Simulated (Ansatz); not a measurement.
**Run report: CH9NSi, frequency calculation**

The run: frequency calculation of CH9NSi. Method and program: RKS PBE0/6-31G* (Ansatz 0.2.0).

It belongs to a series of runs on one base structure; here: vibrations at the highest image of the band. Figures and captions count atoms from 1; the log counts them from 0 in places.

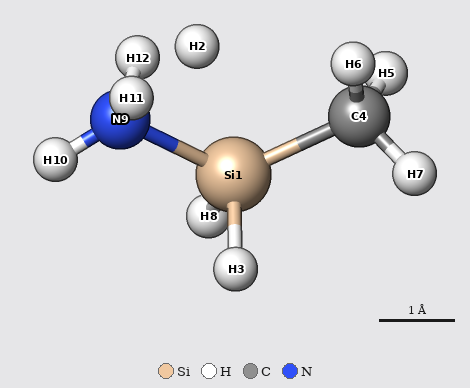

Figure 1. The structure as given in the input (ball-and-stick view, seen at a tilt; atoms are numbered from 1 in the order of the input). Bond lengths as drawn: C–H 1.09 to 1.10 Å, C–Si 1.88 Å, H–N 1.02 to 1.20 Å, H–Si 1.49 to 1.52 Å and N–Si 1.90 Å.

**Summary**

```tsv
quantity	value
outcome	converged
total energy	−10542.1209 eV
mean-field energy	−10542.1209 eV
largest force (length of the vector)	0.027 eV/Å
hardware	1 thread of AMD EPYC (Zen 5), 32 GiB of memory available, shared host
wall time	72 s
peak memory	0.15 GiB
```

**The input**
```yaml
crystal:
  periodic: [false, false, false]
  atoms:
    - { symbol: Si, position_ang: [-0.023915, -0.410606, -0.399647] }
    - { symbol: H, position_ang: [-1.09353, -0.660948, 1.210884] }
    - { symbol: H, position_ang: [1.101592, -0.406313, -1.420391] }
    - { symbol: C, position_ang: [-0.488222, 1.408356, -0.283149] }
    - { symbol: H, position_ang: [-1.546344, 1.524595, -0.036001] }
    - { symbol: H, position_ang: [0.083987, 1.888501, 0.520119] }
    - { symbol: H, position_ang: [-0.258774, 1.934108, -1.216372] }
    - { symbol: H, position_ang: [-0.948525, -1.412564, -0.98846] }
    - { symbol: "N", position_ang: [1.049635, -1.131011, 0.994499] }
    - { symbol: H, position_ang: [1.428768, -2.062954, 0.828948] }
    - { symbol: H, position_ang: [1.784355, -0.52127, 1.351397] }
    - { symbol: H, position_ang: [-0.028225, -1.039894, 1.518474] }
basis:
  gaussian: { orbitals: "6-31G*" }
hamiltonian:
  xc: pbe0
phonons: {}
```

Launched with:
```bash
ansatz run input.yaml --threads 1 --pin off --max-ram 2048MiB --backend cpu --events-out ev --progress --plain --runs-dir out
```

**Log**
```
Engine: ansatz 0.2.0, x86_64-unknown-linux-gnu
Functional definition: PBE0
  parameter a = 0.25
  parameter kappa = 0.804
  parameter beta = 0.06672455060314922
  exchange = (1 - a)*pbe_x(kappa = kappa, mu = beta*pi^2/3) + a*exact_x
  correlation = pbe_c(beta = beta)
809 factors; integrals over basis functions are off by at most 5.2e-4 eV
mean field evaluation 1: about -10536.3002 eV, gradient 5.3e1 eV
mean field evaluation 2: about -10533.3196 eV, gradient 6.3e1 eV
mean field evaluation 4: about -10542.0958 eV, gradient 2.5e0 eV
mean field evaluation 8: about -10542.1208 eV, gradient 4.5e-2 eV
mean field -10542.12084569 eV, -387.4157953730 hartree, gradient 7.2e-5 eV, S^2 0.000000; 0 other end points of the search recorded, 0 dependent functions left out
the calculation of the forces begins
reference -10542.12086737 eV, -387.4157961698 hartree; 18, 18 occupied and 49, 49 virtual orbitals, 809 factors
these checks for a lower state are left out or cut short: stability, starts, cluster_reference, orbital_swaps, neighbouring_geometries, increment
809 factors; integrals over basis functions are off by at most 5.2e-4 eV
mean field evaluation 16: about -10542.1108 eV, gradient 1.3e-1 eV
mean field -10542.12079854 eV, -387.4157936401 hartree, gradient 1.8e-6 eV, S^2 0.000000; 0 other end points of the search recorded, 0 dependent functions left out
[... from here on the field's lines of each further geometry are left out, up to the last ...]
the calculation of the forces begins
reference -10542.12085120 eV, -387.4157955755 hartree; 18, 18 occupied and 49, 49 virtual orbitals, 809 factors
these checks for a lower state are left out or cut short: stability, starts, cluster_reference, orbital_swaps, neighbouring_geometries, increment
809 factors; integrals over basis functions are off by at most 5.2e-4 eV
mean field -10542.12080051 eV, -387.4157937126 hartree, gradient 2.2e-6 eV, S^2 0.000000; 0 other end points of the search recorded, 0 dependent functions left out
the calculation of the forces begins
reference -10542.12082219 eV, -387.4157945093 hartree; 18, 18 occupied and 49, 49 virtual orbitals, 809 factors
WARN: phonons: modes at or below zero, which the zero-point energy, F, S and C_V leave out: 1, the lowest at -1382.50 cm⁻¹. A minimum has none, and a first-order saddle one
Total energy: -10542.12086737 eV, -387.4157961698 hartree
Atom 0 at    -0.023915    -0.410606    -0.399647 Å, force     0.013712     0.007060     0.003966 eV/Å
Atom 1 at    -1.093530    -0.660948     1.210884 Å, force    -0.001668     0.005114    -0.013069 eV/Å
Atom 2 at     1.101592    -0.406313    -1.420391 Å, force     0.005115     0.000960    -0.003425 eV/Å
Atom 3 at    -0.488222     1.408356    -0.283149 Å, force    -0.010637     0.005109     0.008693 eV/Å
Atom 4 at    -1.546344     1.524595    -0.036001 Å, force     0.000247     0.003768    -0.001465 eV/Å
Atom 5 at     0.083987     1.888501     0.520119 Å, force     0.001166    -0.001693    -0.003422 eV/Å
Atom 6 at    -0.258774     1.934108    -1.216372 Å, force    -0.000044    -0.003007    -0.001434 eV/Å
Atom 7 at    -0.948525    -1.412564    -0.988460 Å, force    -0.006702    -0.004278     0.010297 eV/Å
Atom 8 at     1.049635    -1.131011     0.994499 Å, force    -0.020578    -0.016362    -0.006855 eV/Å
Atom 9 at     1.428768    -2.062954     0.828948 Å, force     0.016207     0.002170     0.000819 eV/Å
Atom 10 at     1.784355    -0.521270     1.351397 Å, force     0.003430     0.000616     0.000101 eV/Å
Atom 11 at    -0.028225    -1.039894     1.518474 Å, force    -0.000247     0.000543     0.005794 eV/Å
Dipole moment:     0.600980    -0.065690     0.182013 e Å
Vibrations: -1382.50 106.30 143.88 208.72 459.46 524.99 581.56 666.31 697.93 713.55 780.38 879.91 927.38 961.66 988.25 1053.91 1317.96 1452.20 1486.56 1489.09 1570.11 1589.23 1859.24 2087.51 2262.13 3072.02 3151.26 3188.37 3501.21 3619.45 cm⁻¹, zero-point energy 2.562785 eV
```

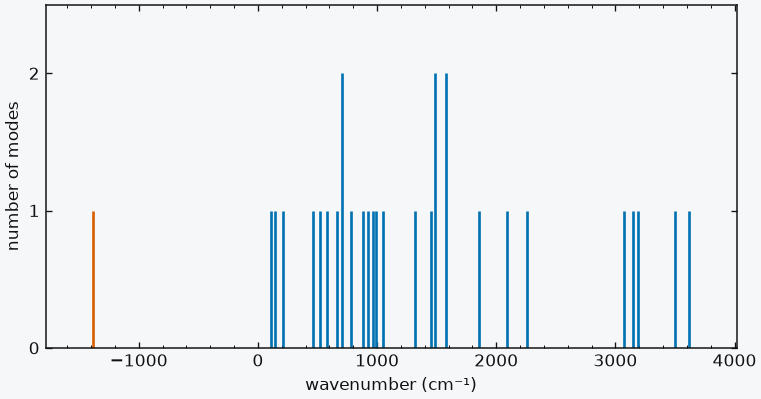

Figure 2. Harmonic vibrational wavenumbers from the force constants; neighbouring modes closer than 23 cm⁻¹ are counted in one stick, and imaginary ones are drawn at negative wavenumbers. 30 modes from 1382i to 3619 cm⁻¹, 1 imaginary beyond 8i (1382i cm⁻¹): a first-order saddle point, if the geometry is stationary.
